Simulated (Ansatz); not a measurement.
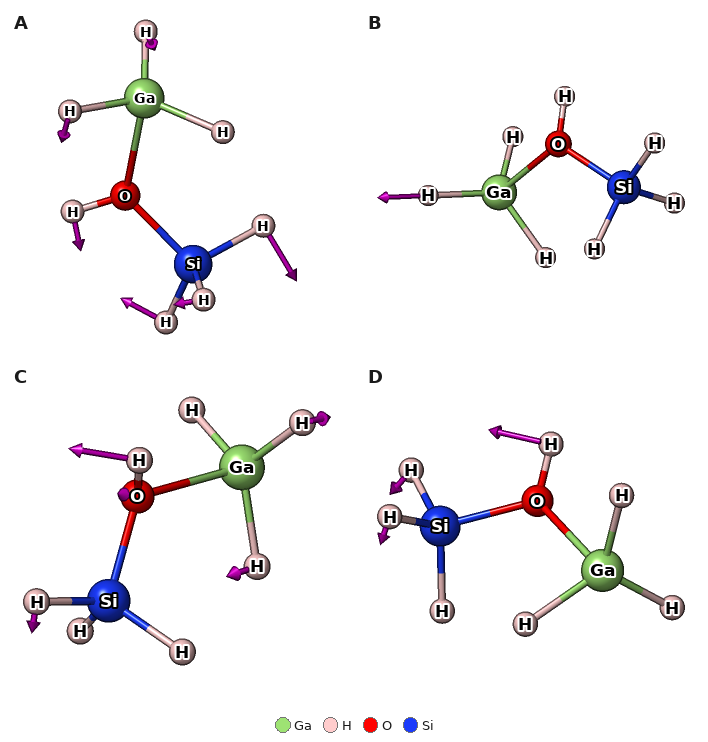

4 normal modes of one molecule or complex, as arrows. Harmonic vibrations computed with RKS PBE0-D4/def2-TZVP (Ansatz 0.2.0) at a stationary point of the same level.

Match the panels to the wavenumbers 261 cm⁻¹, 693 cm⁻¹, 992 cm⁻¹, 1958 cm⁻¹.

A: 693 cm⁻¹, H–Si–O bending
B: 1958 cm⁻¹, Ga–H stretching
C: 261 cm⁻¹
D: 992 cm⁻¹, angle bending
